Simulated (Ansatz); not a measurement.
**Geometry relaxation, with input and output: CH8N3OTa (part 2 of 2)**

The same run, continued: CH8N3OTa; RKS PBE-D4/def2-SVP (Ansatz 0.2.0). The geometry: force-field start.

Geometry of the input (Å):
```
C  -0.4820  -0.5048  2.1116
O  0.1790  0.6878  1.7662
Ta 0.3170  0.6249  -0.3722
N  1.5041  2.1726  -0.9886
N  -1.6526  0.7131  -1.2753
N  1.3277  -1.2356  -0.9632
H  0.0724  -1.3534  1.7935
H  -1.4721  -0.4346  1.5738
H  -0.6904  -0.4715  3.2386
H  2.4036  2.2745  -0.6392
H  -1.5254  0.8411  -2.2645
H  -2.0691  -0.2120  -1.1053
H  0.5628  -1.9790  -0.8827
H  1.5122  -1.1523  -1.9637
```

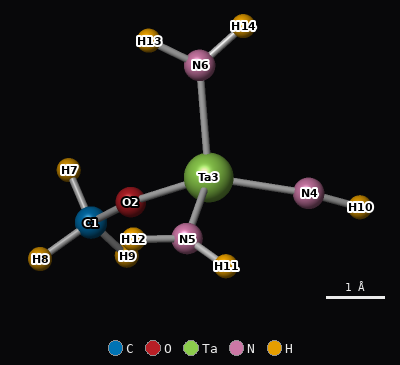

The geometry at step 11 of the log (ball-and-stick view, seen at a tilt; atoms are numbered from 1 in the order of the input).

Trajectory as extended XYZ, continued
```
14
Properties=species:S:1:pos:R:3:forces:R:3 step=5 energy=-9226.26392
C    -0.5480   -0.5579    2.2495    0.3456   0.5616  -0.1742
O     0.1470    0.4143    1.4493   -0.4758  -0.6380   0.1607
Ta    0.3614    0.5599   -0.4878    0.0243  -0.2429   0.1351
N     1.4444    1.8582   -1.1400    0.3096   0.2158   0.5903
N    -1.4167    0.7369   -1.3869   -0.2821   0.4508  -0.7200
N     1.2019   -1.1561   -1.0818    0.4147  -0.1718  -0.5840
H    -0.0463   -1.5562    2.1971   -0.0152   0.1495   0.0287
H    -1.6084   -0.6901    1.9132    0.1423   0.0653   0.0802
H    -0.5645   -0.2330    3.3242    0.0205  -0.0702  -0.3608
H     2.1452    2.5415   -0.7839   -0.3676  -0.2211  -0.4074
H    -1.6709    1.3560   -2.1915    0.2248  -0.4657   0.7151
H    -2.1585    0.0295   -1.2767    0.0877   0.1140  -0.0159
H     0.7224   -2.0646   -0.9864    0.0848   0.1440  -0.0090
H     1.9782   -1.2676   -1.7693   -0.5135   0.1086   0.5612
14
Properties=species:S:1:pos:R:3:forces:R:3 step=6 energy=-9226.38876
C    -0.5372   -0.5367    2.3223    0.0540   0.0927   0.0760
O     0.0645    0.3057    1.3640   -0.2789  -0.3376  -0.0991
Ta    0.3425    0.4779   -0.5545    0.2161   0.3154   0.5920
N     1.4401    1.8510   -0.9849   -0.2176  -0.3577   0.0366
N    -1.4080    0.7439   -1.4885   -0.1927   0.2349  -0.3339
N     1.1984   -1.2065   -1.2064    0.3157  -0.1670  -0.2847
H    -0.0334   -1.5340    2.3677   -0.0107   0.1022  -0.0383
H    -1.6218   -0.7197    2.1105    0.1373   0.0705  -0.0284
H    -0.4794   -0.0963    3.3508    0.0572   0.0271  -0.2601
H     2.0740    2.6120   -0.7136   -0.0866  -0.0495  -0.1339
H    -1.6515    1.4277   -2.2221    0.1102  -0.1333   0.2920
H    -2.1931    0.0837   -1.3999    0.1064   0.0077  -0.0161
H     0.7554   -2.1325   -1.1166    0.0087   0.1364  -0.0522
H     2.0366   -1.3053   -1.8000   -0.2192   0.0582   0.2502
14
Properties=species:S:1:pos:R:3:forces:R:3 step=7 energy=-9226.44308
C    -0.5537   -0.5528    2.3995    0.0345   0.1388  -0.0320
O    -0.0135    0.1860    1.3360   -0.2607  -0.2383   0.5281
Ta    0.3281    0.4320   -0.5333   -0.2810  -0.5856  -0.6059
N     1.4214    1.7675   -0.9786    0.5250   0.9909   0.0611
N    -1.3861    0.7725   -1.5271   -0.0097   0.0260   0.0369
N     1.2201   -1.2091   -1.2607    0.0410  -0.0639   0.0193
H    -0.0532   -1.5457    2.4976   -0.0016   0.0588   0.0027
H    -1.6470   -0.7385    2.2536    0.1030   0.0407   0.0283
H    -0.4299   -0.0121    3.3686    0.0101  -0.0283  -0.1129
H     1.9884    2.6240   -0.8727   -0.1583  -0.3831  -0.0317
H    -1.6458    1.5857   -2.0997    0.0893  -0.1828   0.0675
H    -2.1418    0.0747   -1.5696    0.0323   0.1157   0.0054
H     0.7456   -2.1215   -1.3035    0.1003   0.0623   0.0122
H     2.1546   -1.2918   -1.6813   -0.2242   0.0488   0.0212
14
Properties=species:S:1:pos:R:3:forces:R:3 step=8 energy=-9226.50510
C    -0.5528   -0.5296    2.4594   -0.0292   0.0282   0.0921
O    -0.1347    0.0485    1.2609   -0.2122  -0.2638   0.1636
Ta    0.3089    0.3794   -0.5729    0.0586   0.1203  -0.0111
N     1.3960    1.7862   -0.8208    0.0579   0.0829  -0.2050
N    -1.3612    0.7460   -1.6184   -0.0857   0.0991   0.0510
N     1.2205   -1.2179   -1.3700    0.1791  -0.0258   0.0446
H    -0.0369   -1.5036    2.6371   -0.0167   0.0616  -0.0045
H    -1.6543   -0.7291    2.4533    0.1400   0.0496  -0.0205
H    -0.3391    0.1299    3.3364    0.0164  -0.0222  -0.1484
H     1.9788    2.6209   -0.6955   -0.0931  -0.1692   0.0367
H    -1.5802    1.5505   -2.2147    0.0357  -0.0608   0.0476
H    -2.1668    0.1071   -1.6060    0.0525   0.0356  -0.0566
H     0.7799   -2.1473   -1.3734    0.0508   0.0542  -0.0699
H     2.1290   -1.2704   -1.8464   -0.1541   0.0101   0.0804
14
Properties=species:S:1:pos:R:3:forces:R:3 step=9 energy=-9226.52762
C    -0.5579   -0.5280    2.5176    0.0882   0.4547  -0.0168
O    -0.2470   -0.1020    1.2061   -0.2795  -0.4503   0.4819
Ta    0.2675    0.3261   -0.5987    0.5000   0.6938   0.4410
N     1.3626    1.7566   -0.7694   -0.4429  -0.6512  -0.1510
N    -1.3780    0.7726   -1.6482   -0.1850  -0.0704  -0.0921
N     1.2576   -1.2234   -1.4006    0.0189  -0.1373  -0.1037
H    -0.0259   -1.4794    2.7767   -0.0252   0.2000  -0.1269
H    -1.6620   -0.7286    2.6305    0.4039   0.1686  -0.1060
H    -0.2614    0.2517    3.2917   -0.1897  -0.4479  -0.5430
H     1.9673    2.5682   -0.6351   -0.0068   0.0079   0.0678
H    -1.5364    1.5863   -2.2517    0.0216  -0.0649   0.0652
H    -2.1944    0.1450   -1.7070    0.1553   0.1255  -0.0156
H     0.8343   -2.1597   -1.4917    0.1045   0.1616  -0.0106
H     2.1608   -1.2147   -1.8911   -0.1632   0.0098   0.1099
14
Properties=species:S:1:pos:R:3:forces:R:3 step=10 energy=-9226.56149
C    -0.5556   -0.5310    2.5110   -0.0177   0.3060   0.5884
O    -0.2564   -0.1389    1.2190   -0.0167  -0.0630  -0.5320
Ta    0.2589    0.3234   -0.5776    0.2600   0.3223   0.2486
N     1.3544    1.7400   -0.7831   -0.2292  -0.3275  -0.0059
N    -1.3786    0.7728   -1.6370   -0.1753   0.0165  -0.1146
N     1.2477   -1.2176   -1.3910    0.0902  -0.1280  -0.1188
H    -0.0112   -1.4704    2.7820   -0.0856   0.1189   0.0059
H    -1.6578   -0.7208    2.6260    0.2965   0.0500   0.0183
H    -0.2600    0.2701    3.2568   -0.1710  -0.4296  -0.3124
H     1.9625    2.5458   -0.6264   -0.0016   0.0088   0.0228
H    -1.5141    1.5877   -2.2462    0.0250  -0.0931   0.0838
H    -2.1962    0.1521   -1.7214    0.1230   0.0817   0.0063
H     0.8472   -2.1607   -1.4955    0.0495   0.1269   0.0146
H     2.1465   -1.1820   -1.8877   -0.1472   0.0101   0.0949
14
Properties=species:S:1:pos:R:3:forces:R:3 step=11 energy=-9226.59735
C    -0.5426   -0.5063    2.5152   -0.1351  -0.0671   0.2565
O    -0.3508   -0.3023    1.1530    0.0541   0.1162   0.0039
Ta    0.2510    0.3084   -0.5662   -0.0351  -0.0351   0.0254
N     1.3464    1.7264   -0.6856    0.0590   0.0978   0.1134
N    -1.3590    0.7627   -1.6566   -0.1437   0.0467  -0.0597
N     1.2298   -1.2002   -1.4304    0.1331  -0.1490  -0.0849
H     0.0104   -1.4134    2.8567   -0.0107   0.0576   0.0128
H    -1.6275   -0.6790    2.7248    0.1295   0.0435   0.0327
H    -0.2069    0.3557    3.1502   -0.0325  -0.1212  -0.2646
H     1.9483    2.5320   -0.4905   -0.0634  -0.0929  -0.0647
H    -1.4867    1.5631   -2.2817   -0.0152  -0.0107   0.0231
H    -2.1487    0.1130   -1.7634    0.0369   0.0721  -0.0216
H     0.8111   -2.1315   -1.5486    0.0461   0.0445  -0.0019
H     2.1123   -1.1578   -1.9479   -0.0230  -0.0025   0.0297
14
Properties=species:S:1:pos:R:3:forces:R:3 step=12 energy=-9226.61349
C    -0.5360   -0.4916    2.5172    0.0403   0.1862  -0.1509
O    -0.4118   -0.3988    1.1145   -0.0346  -0.0250   0.5630
Ta    0.2183    0.2495   -0.5840    0.0219   0.0955  -0.0488
N     1.3076    1.6755   -0.6178    0.0107   0.0470   0.1449
N    -1.3778    0.7803   -1.6757   -0.0319  -0.0386  -0.0120
N     1.2571   -1.2200   -1.4637   -0.0314  -0.0563  -0.0071
H     0.0323   -1.3676    2.9128   -0.0126   0.0783  -0.0987
H    -1.6065   -0.6307    2.8107    0.1492   0.0561  -0.1081
H    -0.1531    0.4286    3.0380   -0.1094  -0.2604  -0.2223
H     1.8985    2.4851   -0.4038   -0.0753  -0.1218  -0.0694
H    -1.4959    1.6226   -2.2469    0.0018  -0.0631   0.0427
H    -2.1732    0.1465   -1.8268    0.0329   0.0800  -0.0248
H     0.8684   -2.1606   -1.6047    0.0521   0.0261  -0.0176
H     2.1595   -1.1481   -1.9408   -0.0137  -0.0039   0.0091
14
Properties=species:S:1:pos:R:3:forces:R:3 step=13 energy=-9226.62524
C    -0.5194   -0.4704    2.5046    0.0123   0.0170   0.0065
O    -0.4440   -0.4380    1.1092    0.0234   0.0177  -0.0447
Ta    0.1946    0.2222   -0.5872   -0.1572  -0.2216   0.1992
N     1.2737    1.6454   -0.5268    0.1562   0.1958  -0.0490
N    -1.3819    0.7604   -1.6959   -0.1434   0.1104  -0.0829
N     1.2439   -1.2297   -1.4825    0.1000  -0.0481  -0.0150
H     0.0611   -1.3292    2.9134   -0.0023   0.0055  -0.0153
H    -1.5760   -0.5883    2.8369    0.0049   0.0021  -0.0214
H    -0.1200    0.4613    2.9668    0.0030  -0.0067  -0.0277
H     1.8812    2.4525   -0.3673   -0.0644  -0.0774   0.0198
H    -1.5094    1.6500   -2.1873    0.0206  -0.0293   0.0045
H    -2.1835    0.1515   -1.9022    0.0579   0.0080   0.0300
H     0.8824   -2.1711   -1.6755   -0.0029   0.0298   0.0117
H     2.1846   -1.1457   -1.8770   -0.0079  -0.0031  -0.0157
14
Properties=species:S:1:pos:R:3:forces:R:3 step=14 energy=-9226.62215 accepted=F
C    -0.5148   -0.4673    2.4889   -0.0354  -0.0368   0.0852
O    -0.4804   -0.4812    1.0921    0.0785   0.0842  -0.0594
Ta    0.1823    0.2087   -0.5799   -0.0280  -0.0034  -0.0439
N     1.2679    1.6335   -0.5227   -0.0553  -0.0421   0.0934
N    -1.3906    0.7798   -1.6872   -0.0046  -0.0183  -0.0078
N     1.2597   -1.2302   -1.4679    0.0037  -0.0458  -0.0271
H     0.0766   -1.3138    2.9061    0.0024   0.0016   0.0043
H    -1.5621   -0.5745    2.8517    0.0036   0.0061   0.0026
H    -0.1020    0.4785    2.9064   -0.0005  -0.0009  -0.0029
H     1.8554    2.4313   -0.2776    0.0239   0.0185  -0.0549
H    -1.4655    1.6241   -2.2603   -0.0054   0.0202   0.0236
H    -2.2118    0.1869   -1.8532    0.0172  -0.0083  -0.0228
H     0.9180   -2.1869   -1.6162   -0.0167   0.0166  -0.0208
H     2.1546   -1.1180   -1.9512    0.0167   0.0084   0.0304
14
Properties=species:S:1:pos:R:3:forces:R:3 step=15 energy=-9226.62912
C    -0.5138   -0.4664    2.5087   -0.0180  -0.0089  -0.0388
O    -0.4592   -0.4557    1.1117    0.0083  -0.0032  -0.0161
Ta    0.1780    0.2036   -0.5806    0.0600   0.0814  -0.0008
N     1.2591    1.6301   -0.5218   -0.0282  -0.0404   0.0050
N    -1.3929    0.7756   -1.6904   -0.0071   0.0153  -0.0462
N     1.2573   -1.2351   -1.4708    0.0127   0.0013  -0.0367
H     0.0689   -1.3225    2.9179   -0.0037  -0.0017   0.0152
H    -1.5675   -0.5729    2.8520    0.0043  -0.0023   0.0195
H    -0.1027    0.4707    2.9457    0.0093   0.0132   0.0114
H     1.8586    2.4341   -0.3309   -0.0075  -0.0091   0.0061
H    -1.4863    1.6482   -2.2194    0.0103  -0.0458   0.0399
H    -2.1872    0.1640   -1.9110   -0.0070   0.0062   0.0066
H     0.8954   -2.1730   -1.6781    0.0061  -0.0069   0.0084
H     2.1796   -1.1299   -1.9039   -0.0394   0.0008   0.0266
14
Properties=species:S:1:pos:R:3:forces:R:3 step=16 energy=-9226.62967
C    -0.5120   -0.4636    2.4996    0.0051   0.0141   0.0050
O    -0.4618   -0.4607    1.1020    0.0015  -0.0082   0.0148
Ta    0.1786    0.2032   -0.5868    0.0026   0.0104   0.0088
N     1.2583    1.6291   -0.5118   -0.0129  -0.0152  -0.0089
N    -1.3933    0.7717   -1.6979   -0.0039   0.0065  -0.0002
N     1.2558   -1.2356   -1.4794    0.0068  -0.0096  -0.0014
H     0.0683   -1.3188    2.9146    0.0027  -0.0018  -0.0082
H    -1.5635   -0.5651    2.8516   -0.0003   0.0059  -0.0100
H    -0.0948    0.4747    2.9311   -0.0060  -0.0116  -0.0087
H     1.8550    2.4317   -0.3078    0.0015   0.0010  -0.0024
H    -1.4911    1.6494   -2.2155   -0.0017  -0.0124   0.0103
H    -2.1991    0.1693   -1.9016    0.0126   0.0058  -0.0044
H     0.9051   -2.1824   -1.6659    0.0017   0.0168  -0.0033
H     2.1818   -1.1321   -1.9031   -0.0097  -0.0017   0.0085
```

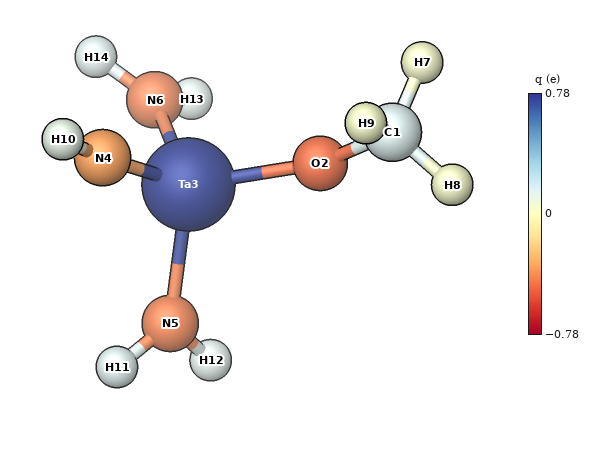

Mulliken charges, as the colour of each atom (ball-and-stick view, seen at a tilt; atoms are numbered from 1 in the order of the input; Mulliken charges depend strongly on the basis). By element: C +0.14, O −0.47, Ta +0.74, N −0.42 to −0.34 and H +0.03 to +0.15 e.

Key numbers

| quantity | value |
| --- | --- |
| outcome | converged |
| total energy | −9226.6297 eV |
| mean-field energy | −9226.3360 eV |
| dispersion energy | −0.2938 eV |
| SCF solution under orbital rotations | stable |
| largest force (length of the vector) at the end | 0.022 eV/Å |
| dipole moment | 1.11 D |
| wall time | 21 s (CPU time 73 s) |
| peak memory | 0.22 GiB |
